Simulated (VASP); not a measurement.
Here is the system:

```xyz
2
Lattice="4.5804 0.0000 0.0000 0.0000 4.5804 0.0000 0.0000 0.0000 4.5804" Properties=species:S:1:pos:R:3 pbc="T T T"
Cs     0.0000     0.0000     0.0000
I      2.2902     2.2902     2.2902
```

The numbers are results of PBE GGA with D4 dispersion, VASP's PBE PAW potentials (set 64) (plane waves; VASP), not measurements. Settings: 520 eV cut-off, 7×7×7 Γ-centred mesh, tetrahedra with Blöchl corrections, potentials Cs_sv I.

Unless said otherwise, spin-orbit coupling is left out, though it shifts the bands of the heavy elements here.

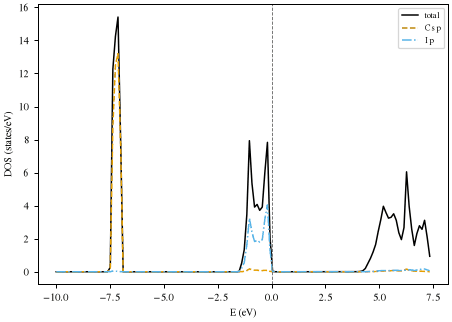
Figure. Total and projected density of states, zero at the valence-band maximum

Within 2 eV below the valence-band maximum the largest weight inside VASP's projection spheres is I p.

It has a band gap.

The compound is CsI in the CsCl type structure. It was relaxed first.
